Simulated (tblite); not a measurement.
# Geometry relaxation of C$_{6}$H$_{9}$FOSi (part 1 of 3)

The run: geometry relaxation of C$_{6}$H$_{9}$FOSi. Method and program: GFN2-xTB geometry optimisation, gas phase (tblite 0.8.0).

It belongs to a series of runs on one base structure; here: H on Si replaced by isopropenyl.

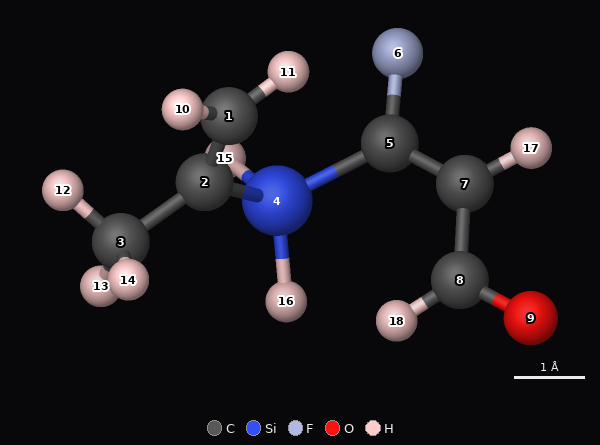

**Figure 1.** The input geometry (ball-and-stick view, seen at a tilt; atoms are numbered from 1 in the order of the input).

Input:
```
{"job": {"kind": "relax", "xc": "GFN2-xTB", "basis": "xTB"}, "charge": 0, "multiplicity": 1}
C     -1.492600     0.692400    -1.431600
C     -1.354100     0.020300    -0.292900
C     -2.347500     0.180900     0.825000
Si     0.108800    -1.114700    -0.095900
C      1.387900    -0.814200    -1.358600
F      1.309600    -1.489600    -2.547000
C      2.388400     0.045400    -1.201700
C      2.513600     0.794300     0.053500
O      3.461600     1.594800     0.202500
H     -2.379600     1.339400    -1.469900
H     -0.803400     0.604200    -2.257400
H     -3.340200    -0.036600     0.337500
H     -2.222500    -0.552100     1.650200
H     -2.384600     1.229500     1.154800
H     -0.423500    -2.469700    -0.278800
H      0.617500    -0.916200     1.267300
H      3.138300     0.211900    -1.972300
H      1.813600     0.686300     0.874100
```

The first line tells a small driver script what to run in tblite; the rest is the geometry in Å.

Hardware: 1 CPU thread, shared host.

Run as:
```bash
OMP_NUM_THREADS=1 python <driver script> task.json out
```

Output:
```
step      E/eV     max force
  0    -757.86233    3.777
  1    -758.02723    4.006
  2    -758.13829    0.794
  3    -758.18372    0.787
  4    -758.25806    0.528
  5    -758.27736    0.412
  6    -758.30205    0.306
  7    -758.31667    0.345
  8    -758.32974    0.276
  9    -758.33867    0.222
 10    -758.34611    0.196
 11    -758.35115    0.181
 12    -758.35468    0.136
 13    -758.35737    0.131
 14    -758.35981    0.110
 15    -758.36166    0.099
 16    -758.36313    0.103
 17    -758.36458    0.116
 18    -758.36620    0.100
 19    -758.36779    0.104
 20    -758.36908    0.086
 21    -758.37010    0.092
 22    -758.37099    0.094
 23    -758.37180    0.063
 24    -758.37244    0.065
 25    -758.37292    0.052
 26    -758.37333    0.059
 27    -758.37364    0.042
 28    -758.37383    0.033
 29    -758.37396    0.030
 30    -758.37407    0.030
 31    -758.37421    0.032
 32    -758.37435    0.030
 33    -758.37451    0.043
 34    -758.37472    0.046
 35    -758.37499    0.046
 36    -758.37526    0.043
 37    -758.37547    0.031
 38    -758.37563    0.030
 39    -758.37580    0.032
 40    -758.37603    0.048
 41    -758.37629    0.045
 42    -758.37653    0.042
 43    -758.37677    0.052
 44    -758.37710    0.050
 45    -758.37754    0.060
 46    -758.37807    0.061
 47    -758.37865    0.060
 48    -758.37939    0.083
 49    -758.38047    0.091
 50    -758.38189    0.101
 51    -758.38337    0.090
 52    -758.38470    0.090
 53    -758.38608    0.091
 54    -758.38787    0.115
 55    -758.38940    0.219
 56    -758.39036    0.198
 57    -758.39362    0.089
 58    -758.39514    0.085
 59    -758.39840    0.129
 60    -758.40022    0.107
 61    -758.40516    0.101
 62    -758.40755    0.117
 63    -758.40682    0.245
 64    -758.41065    0.120
 65    -758.41202    0.089
 66    -758.41477    0.080
 67    -758.41537    0.099
 68    -758.41688    0.130
 69    -758.41812    0.100
 70    -758.41995    0.068
 71    -758.42122    0.073
 72    -758.42216    0.064
 73    -758.42278    0.062
 74    -758.42321    0.061
 75    -758.42355    0.075
 76    -758.42392    0.040
 77    -758.42436    0.038
 78    -758.42464    0.044
 79    -758.42505    0.048
 80    -758.42551    0.055
 81    -758.42633    0.068
 82    -758.42748    0.078
 83    -758.42881    0.079
 84    -758.43026    0.099
 85    -758.43095    0.200
 86    -758.43259    0.095
 87    -758.43379    0.064
 88    -758.43566    0.065
 89    -758.43677    0.109
 90    -758.43801    0.102
 91    -758.43953    0.095
 92    -758.44092    0.069
 93    -758.44164    0.137
 94    -758.44342    0.084
 95    -758.44485    0.072
 96    -758.44674    0.131
 97    -758.44719    0.071
 98    -758.44769    0.052
 99    -758.44870    0.062
100    -758.44950    0.065
101    -758.45033    0.063
102    -758.45080    0.048
103    -758.45122    0.047
104    -758.45150    0.034
105    -758.45167    0.025
106    -758.45177    0.023
107    -758.45186    0.022
108    -758.45194    0.021
109    -758.45201    0.026
110    -758.45208    0.019
111    -758.45215    0.022
112    -758.45221    0.019
113    -758.45228    0.018
114    -758.45233    0.017
115    -758.45236    0.018
116    -758.45239    0.019
117    -758.45244    0.021
118    -758.45251    0.018
119    -758.45261    0.025
120    -758.45272    0.027
121    -758.45284    0.027
122    -758.45294    0.021
123    -758.45301    0.018
124    -758.45304    0.016
125    -758.45306    0.010
126    -758.45308    0.012
127    -758.45309    0.010
128    -758.45312    0.013
129    -758.45314    0.012
130    -758.45318    0.012
131    -758.45321    0.013
132    -758.45324    0.010
133    -758.45326    0.011
134    -758.45328    0.008
```

Trajectory as extended XYZ (Å, eV, eV/Å), 27 of the 135 frames kept, from step=0 to step=134:
```
18
Properties=species:S:1:pos:R:3:forces:R:3 step=0 energy=-757.86233
C    -1.4926    0.6924   -1.4316   -0.8910   0.3930   0.4560
C    -1.3541    0.0203   -0.2929    0.4410   0.2600  -0.0170
C    -2.3475    0.1809    0.8250   -1.1330  -0.4840  -0.6790
Si    0.1088   -1.1147   -0.0959   -1.4820  -1.1250   1.5380
C     1.3879   -0.8142   -1.3586    0.8810  -0.1580  -1.6310
F     1.3096   -1.4896   -2.5470   -0.0560   0.3000   0.6810
C     2.3884    0.0454   -1.2017    0.1430   0.3540   0.5330
C     2.5136    0.7943    0.0535    3.0940   2.0580  -0.6740
O     3.4616    1.5948    0.2025   -1.9680  -1.5670  -0.1610
H    -2.3796    1.3394   -1.4699    0.5860  -0.1170  -0.6460
H    -0.8034    0.6042   -2.2574   -0.2960   0.1960   0.0880
H    -3.3402   -0.0366    0.3375    0.6420   0.2180   0.7390
H    -2.2225   -0.5521    1.6502    0.1180   0.7940  -0.5500
H    -2.3846    1.2295    1.1548    0.1280  -0.5680   0.1860
H    -0.4235   -2.4697   -0.2788    0.1880  -0.1180   0.0130
H     0.6175   -0.9162    1.2673    0.0110  -0.2960  -0.0510
H     3.1383    0.2119   -1.9723   -0.1060   0.0540   0.2680
H     1.8136    0.6863    0.8741   -0.3000  -0.1950  -0.0930
18
Properties=species:S:1:pos:R:3:forces:R:3 step=5 energy=-758.27736
C    -1.5202    0.7078   -1.4161   -0.0480   0.1280  -0.0730
C    -1.3449    0.0409   -0.2844   -0.0770  -0.1100  -0.2200
C    -2.3769    0.1725    0.7853   -0.1440  -0.0090   0.1600
Si    0.0572   -1.1808   -0.0399   -0.0220  -0.0100  -0.0810
C     1.3907   -0.8095   -1.3503    0.2900   0.1680   0.0400
F     1.3093   -1.4801   -2.5248   -0.0440   0.1540   0.3800
C     2.4014    0.0577   -1.1914   -0.1400  -0.0730   0.0710
C     2.5810    0.8368    0.0271    0.0900   0.0140  -0.1370
O     3.4805    1.6170    0.2122    0.0440   0.0280  -0.0410
H    -2.3648    1.3632   -1.5470   -0.0610   0.0770  -0.0890
H    -0.8431    0.6329   -2.2397    0.1920   0.0440  -0.2060
H    -3.3605   -0.0321    0.3769   -0.1530   0.0020  -0.0080
H    -2.2066   -0.4949    1.6134    0.1040  -0.2890   0.2080
H    -2.3774    1.1783    1.1776   -0.0460   0.3400   0.0910
H    -0.4201   -2.5349   -0.2799    0.0270  -0.1880   0.0290
H     0.6241   -0.9618    1.2903   -0.0390  -0.2910   0.0670
H     3.1439    0.2241   -1.9581    0.0200  -0.0380  -0.1250
H     1.8177    0.6693    0.8077    0.0050   0.0530  -0.0660
18
Properties=species:S:1:pos:R:3:forces:R:3 step=10 energy=-758.34611
C    -1.5243    0.7268   -1.4381   -0.0530  -0.0300  -0.0190
C    -1.3850    0.0320   -0.3125    0.1290  -0.0680   0.1020
C    -2.3946    0.1749    0.8026    0.0830  -0.0320  -0.1750
Si    0.0310   -1.2023   -0.0383   -0.0590   0.1300  -0.0450
C     1.4091   -0.7875   -1.2996   -0.0900  -0.0500  -0.0340
F     1.2966   -1.4627   -2.4618   -0.0210  -0.0440   0.0290
C     2.4255    0.0732   -1.1904   -0.0410  -0.0360   0.0180
C     2.6108    0.8591    0.0114    0.1180   0.1210   0.0190
O     3.5094    1.6395    0.2028   -0.0260  -0.0030   0.0070
H    -2.3664    1.3891   -1.5919    0.0860   0.0000   0.0180
H    -0.8286    0.6577   -2.2609   -0.0390  -0.0150   0.1010
H    -3.3886   -0.0262    0.4079   -0.0560   0.0010   0.1010
H    -2.1896   -0.5160    1.6189   -0.0350   0.0810  -0.0800
H    -2.3877    1.1938    1.1922    0.0210  -0.0930  -0.0120
H    -0.4035   -2.5856   -0.2735    0.0530   0.0920  -0.0350
H     0.6058   -1.0591    1.3045   -0.1030  -0.1250   0.0010
H     3.1457    0.2154   -1.9847   -0.0030  -0.0330  -0.0520
H     1.8256    0.6843    0.7701    0.0370   0.1050   0.0570
18
Properties=species:S:1:pos:R:3:forces:R:3 step=15 energy=-758.36166
C    -1.5281    0.7222   -1.4417    0.0530   0.0240   0.0090
C    -1.3858    0.0292   -0.3162   -0.0950   0.0190   0.0210
C    -2.3964    0.1702    0.7909   -0.0320   0.0090   0.0720
Si    0.0259   -1.1926   -0.0427   -0.0090  -0.0550   0.0720
C     1.4048   -0.7812   -1.2909    0.0130   0.0230   0.0220
F     1.2874   -1.4717   -2.4414    0.0190  -0.0270  -0.0470
C     2.4270    0.0743   -1.1874   -0.0030   0.0250  -0.0090
C     2.6247    0.8758    0.0073   -0.0370   0.0060   0.0140
O     3.5243    1.6531    0.1976    0.0510   0.0070  -0.0770
H    -2.3554    1.3981   -1.5956   -0.0220   0.0000   0.0120
H    -0.8236    0.6577   -2.2530    0.0230  -0.0210  -0.0210
H    -3.4058   -0.0249    0.4307    0.0410   0.0000  -0.0450
H    -2.1889   -0.5145    1.6082    0.0050  -0.0220  -0.0010
H    -2.3821    1.1846    1.1895    0.0240  -0.0120  -0.0270
H    -0.3880   -2.5765   -0.2849   -0.0140   0.0000  -0.0960
H     0.5744   -1.1151    1.3115   -0.0230   0.0040   0.0640
H     3.1371    0.2008   -1.9958    0.0060  -0.0120   0.0250
H     1.8399    0.7168    0.7729    0.0010   0.0330   0.0090
18
Properties=species:S:1:pos:R:3:forces:R:3 step=21 energy=-758.37010
C    -1.5196    0.7262   -1.4344   -0.0130  -0.0350  -0.0180
C    -1.3940    0.0240   -0.3127    0.0450   0.0080   0.0120
C    -2.4017    0.1665    0.7942    0.0030   0.0060   0.0120
Si    0.0168   -1.1983   -0.0284    0.0600  -0.0530  -0.0460
C     1.3974   -0.7786   -1.2800    0.0310   0.0100   0.0300
F     1.2923   -1.4795   -2.4287   -0.0160   0.0010   0.0520
C     2.4180    0.0798   -1.1841    0.0120  -0.0100   0.0190
C     2.6307    0.8952   -0.0009   -0.0140  -0.0210  -0.0250
O     3.5472    1.6598    0.1604   -0.0070   0.0090  -0.0080
H    -2.3473    1.4015   -1.5939    0.0110   0.0040   0.0100
H    -0.8155    0.6489   -2.2456    0.0150   0.0120   0.0090
H    -3.4091   -0.0238    0.4285    0.0050   0.0140  -0.0040
H    -2.1916   -0.5231    1.6064   -0.0370   0.0010   0.0190
H    -2.3725    1.1815    1.1867   -0.0350   0.0030   0.0340
H    -0.3866   -2.5722   -0.3409   -0.0220  -0.0040  -0.0200
H     0.5390   -1.1489    1.3432   -0.0300   0.0190  -0.0660
H     3.1352    0.1888   -1.9900   -0.0350   0.0060   0.0260
H     1.8528    0.7587    0.7790    0.0260   0.0280  -0.0360
18
Properties=species:S:1:pos:R:3:forces:R:3 step=26 energy=-758.37333
C    -1.5166    0.7198   -1.4322    0.0120   0.0200   0.0240
C    -1.3894    0.0227   -0.3069    0.0020  -0.0040   0.0020
C    -2.4017    0.1665    0.7979   -0.0030  -0.0010  -0.0140
Si    0.0153   -1.2110   -0.0319   -0.0540   0.0220  -0.0100
C     1.4006   -0.7797   -1.2663   -0.0040  -0.0340  -0.0170
F     1.2912   -1.4849   -2.4113    0.0140  -0.0180  -0.0120
C     2.4187    0.0800   -1.1786    0.0060  -0.0120  -0.0040
C     2.6362    0.9061   -0.0072    0.0300   0.0250   0.0040
O     3.5582    1.6676    0.1393   -0.0050   0.0250   0.0180
H    -2.3392    1.4021   -1.5905    0.0110  -0.0170   0.0090
H    -0.8076    0.6481   -2.2403   -0.0040  -0.0110   0.0150
H    -3.4071   -0.0189    0.4255   -0.0130   0.0020  -0.0190
H    -2.2036   -0.5266    1.6104   -0.0050   0.0000   0.0060
H    -2.3779    1.1796    1.1956    0.0030   0.0060   0.0190
H    -0.3926   -2.5754   -0.3750   -0.0140  -0.0160  -0.0020
H     0.5161   -1.1611    1.3427    0.0180  -0.0020   0.0030
H     3.1301    0.1860   -1.9871    0.0170   0.0050  -0.0330
H     1.8605    0.7856    0.7746   -0.0130   0.0110   0.0110
18
Properties=species:S:1:pos:R:3:forces:R:3 step=31 energy=-758.37421
C    -1.5128    0.7219   -1.4272   -0.0020  -0.0060  -0.0030
C    -1.3890    0.0230   -0.3032   -0.0120   0.0090   0.0120
C    -2.4038    0.1673    0.7987   -0.0100   0.0010   0.0140
Si    0.0108   -1.2140   -0.0349    0.0280  -0.0130   0.0070
C     1.4034   -0.7848   -1.2654    0.0130   0.0130   0.0030
F     1.2960   -1.4908   -2.4104    0.0180  -0.0120  -0.0040
C     2.4210    0.0775   -1.1784    0.0040   0.0110   0.0000
C     2.6385    0.9099   -0.0090   -0.0180   0.0010   0.0030
O     3.5578    1.6746    0.1382   -0.0040   0.0000  -0.0200
H    -2.3367    1.4006   -1.5871   -0.0050   0.0220   0.0020
H    -0.8054    0.6453   -2.2355    0.0110   0.0030   0.0010
H    -3.4078   -0.0161    0.4197    0.0010   0.0100   0.0050
H    -2.2096   -0.5270    1.6116   -0.0120  -0.0060  -0.0100
H    -2.3795    1.1791    1.2018   -0.0010  -0.0100  -0.0090
H    -0.3990   -2.5782   -0.3818   -0.0070   0.0100   0.0080
H     0.5159   -1.1618    1.3391    0.0090  -0.0130  -0.0070
H     3.1302    0.1861   -1.9905   -0.0060  -0.0120   0.0080
H     1.8613    0.7938    0.7732   -0.0080  -0.0070  -0.0100
18
Properties=species:S:1:pos:R:3:forces:R:3 step=36 energy=-758.37526
C    -1.5095    0.7256   -1.4184    0.0010  -0.0050  -0.0060
C    -1.3907    0.0233   -0.2958    0.0210  -0.0050  -0.0120
C    -2.4107    0.1671    0.8013    0.0110  -0.0100  -0.0140
Si    0.0117   -1.2184   -0.0373   -0.0320   0.0280  -0.0040
C     1.4105   -0.7895   -1.2630   -0.0230  -0.0200  -0.0120
F     1.3189   -1.5050   -2.4044   -0.0080  -0.0130   0.0140
C     2.4232    0.0784   -1.1790   -0.0210  -0.0090  -0.0030
C     2.6357    0.9199   -0.0160    0.0070   0.0090  -0.0160
O     3.5539    1.6873    0.1239   -0.0080   0.0120   0.0040
H    -2.3298    1.4099   -1.5812    0.0290  -0.0140   0.0070
H    -0.7973    0.6430   -2.2223   -0.0040   0.0300  -0.0070
H    -3.4136   -0.0050    0.4151   -0.0070   0.0010  -0.0040
H    -2.2267   -0.5349    1.6089   -0.0060  -0.0120   0.0160
H    -2.3817    1.1762    1.2088    0.0070   0.0050   0.0160
H    -0.4125   -2.5764   -0.3897    0.0040   0.0000  -0.0010
H     0.5209   -1.1802    1.3346    0.0150  -0.0030   0.0110
H     3.1303    0.1783   -1.9934    0.0220   0.0110   0.0160
H     1.8587    0.8069    0.7665   -0.0100  -0.0060  -0.0050
18
Properties=species:S:1:pos:R:3:forces:R:3 step=41 energy=-758.37629
C    -1.5036    0.7277   -1.4133    0.0130   0.0220   0.0080
C    -1.3890    0.0240   -0.2912   -0.0070   0.0070   0.0030
C    -2.4141    0.1653    0.8025   -0.0020   0.0060   0.0030
Si    0.0100   -1.2178   -0.0377    0.0330  -0.0290   0.0100
C     1.4113   -0.7965   -1.2653    0.0170   0.0150   0.0080
F     1.3348   -1.5249   -2.3988   -0.0270  -0.0170   0.0070
C     2.4202    0.0767   -1.1819    0.0190   0.0040  -0.0010
C     2.6282    0.9273   -0.0249   -0.0240  -0.0030   0.0170
O     3.5421    1.7001    0.1141   -0.0180  -0.0040  -0.0180
H    -2.3193    1.4156   -1.5736   -0.0290   0.0140  -0.0050
H    -0.7902    0.6531   -2.2165    0.0140   0.0040   0.0020
H    -3.4168    0.0051    0.4091    0.0120   0.0030   0.0000
H    -2.2433   -0.5438    1.6085    0.0100   0.0040  -0.0290
H    -2.3803    1.1716    1.2192    0.0120  -0.0190   0.0010
H    -0.4232   -2.5729   -0.3910    0.0070  -0.0030  -0.0010
H     0.5349   -1.1909    1.3299   -0.0070   0.0050  -0.0040
H     3.1377    0.1751   -1.9877   -0.0040  -0.0150  -0.0090
H     1.8516    0.8116    0.7575   -0.0200   0.0070   0.0090
18
Properties=species:S:1:pos:R:3:forces:R:3 step=46 energy=-758.37807
C    -1.4865    0.7459   -1.3981   -0.0200  -0.0090  -0.0080
C    -1.3831    0.0268   -0.2840    0.0270   0.0180  -0.0020
C    -2.4184    0.1620    0.8017    0.0220  -0.0120  -0.0060
Si    0.0140   -1.2246   -0.0367   -0.0470   0.0380  -0.0070
C     1.4177   -0.8093   -1.2632   -0.0140  -0.0450   0.0140
F     1.3523   -1.5720   -2.3751    0.0190   0.0340  -0.0050
C     2.4201    0.0718   -1.1869   -0.0200  -0.0290   0.0130
C     2.6051    0.9440   -0.0412    0.0150   0.0000  -0.0260
O     3.5102    1.7293    0.0841   -0.0170   0.0230   0.0250
H    -2.3061    1.4312   -1.5602    0.0240  -0.0060   0.0110
H    -0.7686    0.6774   -2.1989    0.0030   0.0140   0.0280
H    -3.4199    0.0282    0.3964    0.0100   0.0140  -0.0140
H    -2.2698   -0.5656    1.5937    0.0280  -0.0440  -0.0040
H    -2.3694    1.1558    1.2441    0.0090   0.0140  -0.0080
H    -0.4387   -2.5700   -0.4019    0.0150  -0.0100   0.0040
H     0.5534   -1.2175    1.3246   -0.0180   0.0140   0.0200
H     3.1505    0.1595   -1.9826   -0.0260  -0.0080  -0.0010
H     1.8284    0.8335    0.7431   -0.0100  -0.0020  -0.0350
18
Properties=species:S:1:pos:R:3:forces:R:3 step=52 energy=-758.38470
C    -1.4431    0.7980   -1.3603    0.0530   0.0140   0.0160
C    -1.3521    0.0502   -0.2648   -0.0140  -0.0500  -0.0310
C    -2.4108    0.1463    0.7988   -0.0070   0.0050  -0.0070
Si    0.0130   -1.2335   -0.0264    0.0380  -0.0200  -0.0180
C     1.4312   -0.8686   -1.2458    0.0130   0.0330  -0.0390
F     1.4044   -1.6865   -2.3180    0.0390   0.0150  -0.0030
C     2.4126    0.0370   -1.1905    0.0200   0.0270   0.0060
C     2.5298    0.9833   -0.0959    0.0020   0.0100   0.0180
O     3.3873    1.8228    0.0123   -0.0030  -0.0220  -0.0370
H    -2.2659    1.4803   -1.5168    0.0310   0.0030   0.0050
H    -0.6976    0.7703   -2.1362    0.0050   0.0010  -0.0390
H    -3.4034    0.1043    0.3528    0.0060  -0.0190   0.0320
H    -2.3164   -0.6552    1.5277   -0.0280   0.0620  -0.0110
H    -2.3229    1.1039    1.3114    0.0050  -0.0570   0.0690
H    -0.4639   -2.5653   -0.4134   -0.0240   0.0020   0.0380
H     0.5897   -1.2629    1.3207   -0.0780   0.0260   0.0320
H     3.1635    0.1019   -1.9680   -0.0080  -0.0120  -0.0260
H     1.7360    0.8800    0.6712   -0.0490  -0.0190  -0.0040
18
Properties=species:S:1:pos:R:3:forces:R:3 step=57 energy=-758.39362
C    -1.3832    0.8494   -1.3149    0.0090   0.0190  -0.0250
C    -1.3263    0.0565   -0.2491    0.0340   0.0270   0.0160
C    -2.4066    0.1313    0.7961   -0.0110  -0.0400  -0.0400
Si    0.0184   -1.2529   -0.0206   -0.0500   0.0330  -0.0370
C     1.4505   -0.9180   -1.2300    0.0160  -0.0170  -0.0160
F     1.4877   -1.7937   -2.2555   -0.0030   0.0180   0.0340
C     2.4087    0.0123   -1.1916   -0.0080   0.0100  -0.0520
C     2.4552    1.0297   -0.1577   -0.0040  -0.0050  -0.0380
O     3.2699    1.9137   -0.0837   -0.0110  -0.0270   0.0060
H    -2.2042    1.5357   -1.4686    0.0490   0.0100   0.0350
H    -0.6219    0.8579   -2.0773    0.0030  -0.0490   0.0090
H    -3.3850    0.1822    0.3225   -0.0230   0.0250   0.0380
H    -2.3840   -0.7293    1.4578    0.0050  -0.0260   0.0060
H    -2.2796    1.0287    1.4010    0.0200  -0.0220  -0.0050
H    -0.5041   -2.5588   -0.4282   -0.0200  -0.0540   0.0370
H     0.5862   -1.3137    1.3290   -0.0600   0.0330   0.0300
H     3.1714    0.0390   -1.9586    0.0590   0.0660   0.0030
H     1.6380    0.9361    0.5881   -0.0050   0.0000   0.0000
```
